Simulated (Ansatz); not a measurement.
**F$_{6}$Mo···F (doublet): density, localisation and related maps**

```xyz
8

Mo   -0.1081   -0.1052    0.0879
F    -0.4776   -0.4552    1.8839
F     1.6965   -0.1614    0.4240
F    -0.1359    1.7022    0.4129
F    -1.9212   -0.0712   -0.2381
F    -0.1019   -1.9210   -0.2244
F     0.2183    0.2042   -1.6949
F     0.8298    0.8076    3.0585
```

Core potentials replace the inner electrons of Mo.

Method: UKS PBE/def2-SVP (Ansatz).

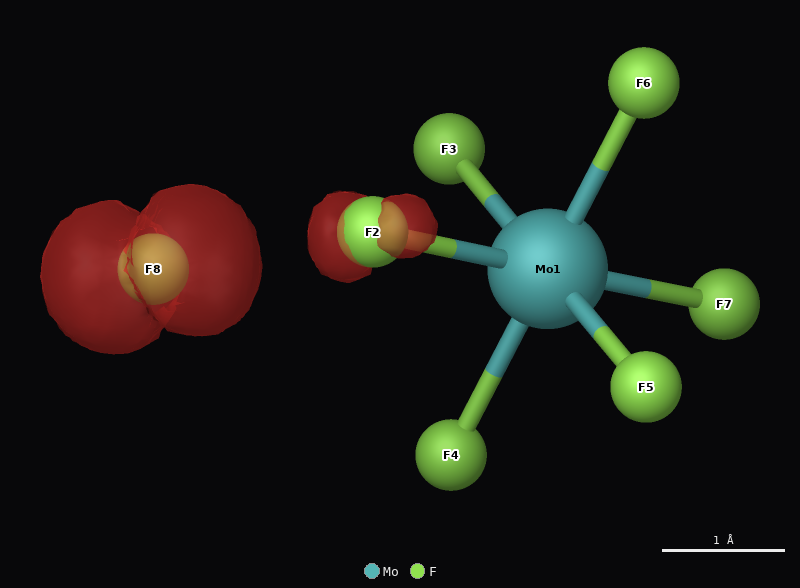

Figure 1. Isosurfaces of the spin density at +0.08 (red) and −0.08 e/Å³ (blue), seen from one side.

> Describe the spin distribution.

The unpaired spin (1 electron) lies mostly on F8 (about 0.9) and F2 (about 0.1), in electrons by Hirshfeld's partition. Only one sign reaches the isovalue.

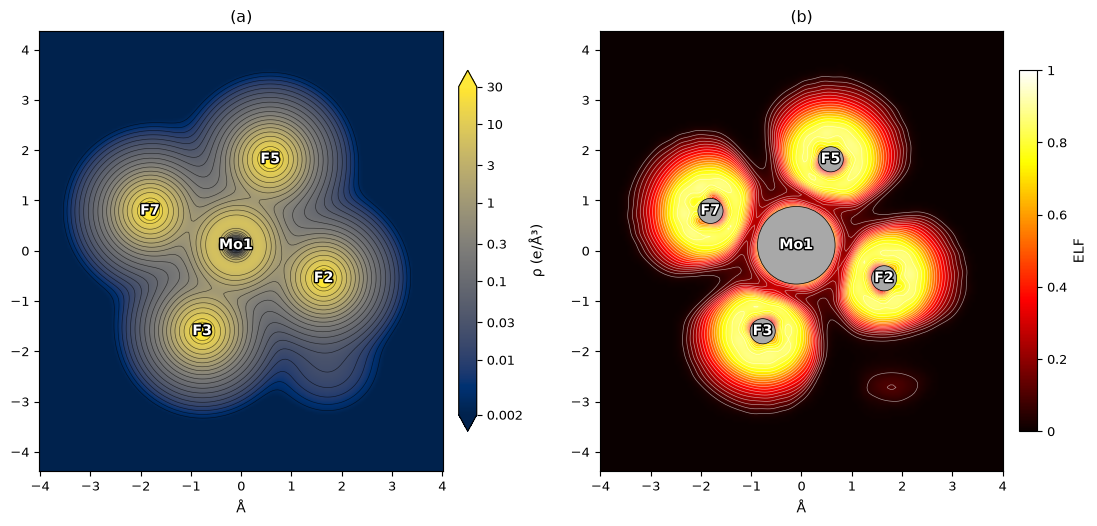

Figure 2. (a) electron density; (b) electron localisation function on the plane of atoms F5, Mo1 and F7. Grey discs cover the atomic cores in the ELF map.

> Read the bonding off the picture.

- The section cuts through Mo and F sites.
- Mo–F (1.84 Å): the density is about 1.2 e/Å³ at the midpoint; the ELF peaks at about 0.85 in the valence shell of F, 0.5 Å from its nucleus, and drops to about 0.25 between the two atoms.

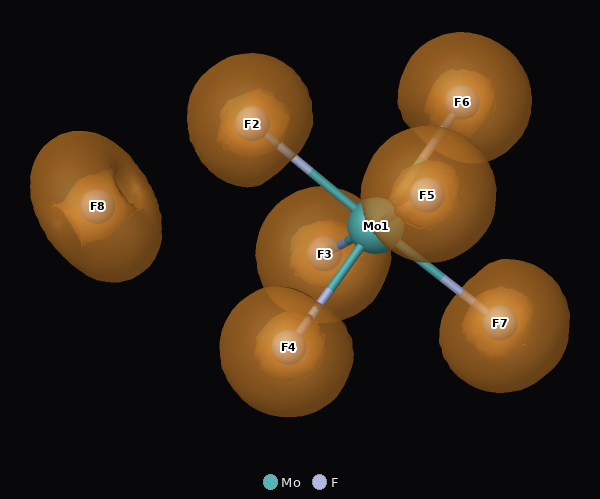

Figure 3. Isosurface of the electron localisation function at 0.75 (orange), seen at a tilt. Core shells and regions of very low density are left out.

> Identify the bonds, lone pairs and shells in this picture.

The ELF exceeds this value in seven regions wrapped around F (the valence shell of each). Along the contacts the grid gives the following. F2···F8 (2.16 Å): the ELF dips to about 0.05 between them.
